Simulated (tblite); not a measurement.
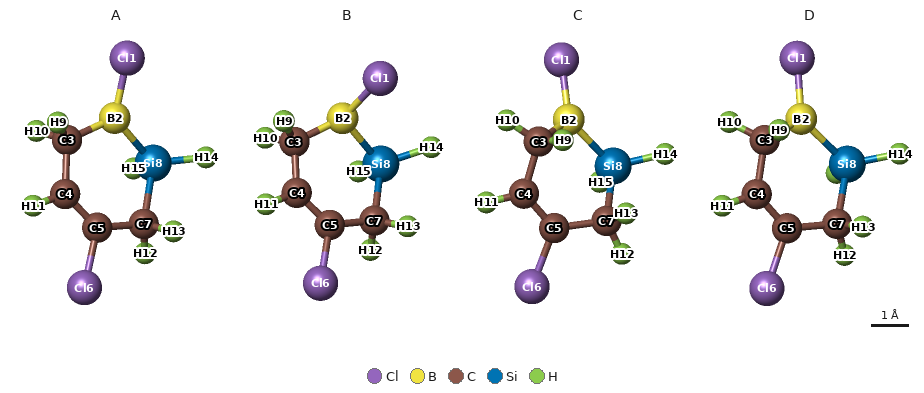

4 geometries from one relaxation of C$_{4}$H$_{7}$BCl$_{2}$Si, in shuffled order. The picture is a ball-and-stick view, seen at a tilt.

The calculation used GFN2-xTB geometry optimisation, gas phase (tblite 0.8.0). 

> Order the frames from highest to lowest energy.

B, A, D, C. They are steps 0, 61, 101, 153, at +19.7 kcal/mol, +1.41 kcal/mol, +0.84 kcal/mol relative to the last. Over 153 geometry steps the energy falls by 19.7 kcal/mol. Cl1 moves most after the best rigid fit: 2.22 Å. By element the largest moves are Cl 2.22 Å, H 1.71 Å, C 0.66 Å, B 0.24 Å, Si 0.07 Å. Some distances before and after: Cl1–B2 1.860 → 1.703 Å, C7–Si8 1.853 → 1.923 Å, C5–Cl6 1.792 → 1.742 Å, C3–H10 1.136 → 1.091 Å. Among the angles between lasting bonds that change: Cl1–B2–Si8 113.7° → 126.6°, Si8–C7–H12 104.5° → 112.6°, C7–Si8–H14 114.1° → 106.7°. Groups turn about C3–C4 by about 70°, C5–C7 by about 45°, C7–Si8 by about 25°.
